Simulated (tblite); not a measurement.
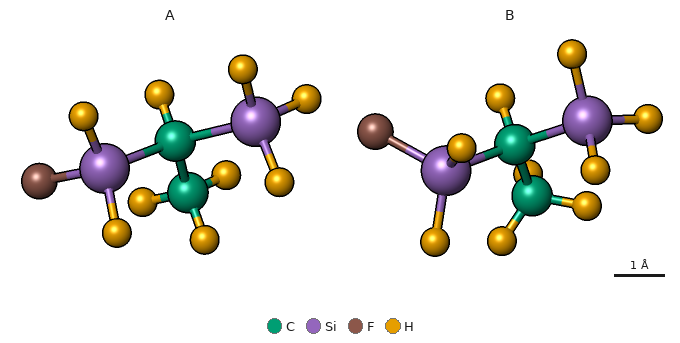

Two geometries of C₂H₉FSi₂, drawn at one scale. One is the start of a relaxation, the other its converged end. A ball-and-stick model, seen from a free direction.

Level of theory: GFN2-xTB geometry optimisation, gas phase (tblite 0.8.0). 

Which geometry has the lower energy?

Structure A is the relaxed one. The largest move after the best rigid fit is that of an H atom, 1.12 Å. By element the largest moves are H 1.12 Å, F 1.04 Å, Si 0.18 Å, C 0.11 Å. Some distances before and after: F–Si 1.707 → 1.616 Å, C–Si 1.862 → 1.905 Å, C–H 1.123 → 1.088 Å, C–C 1.497 → 1.532 Å. Among the angles between lasting bonds that change: F–Si–H 109.7° → 104.0°, Si–C–Si 107.7° → 113.0°, C–C–H 105.6° → 110.8°. Groups turn about C–C by about 60°, C–Si by about 45°. The energy falls by 0.589 eV in 138 geometry steps. Cost: 1.2 s on 1 thread of Arm Neoverse N1, on a shared host.
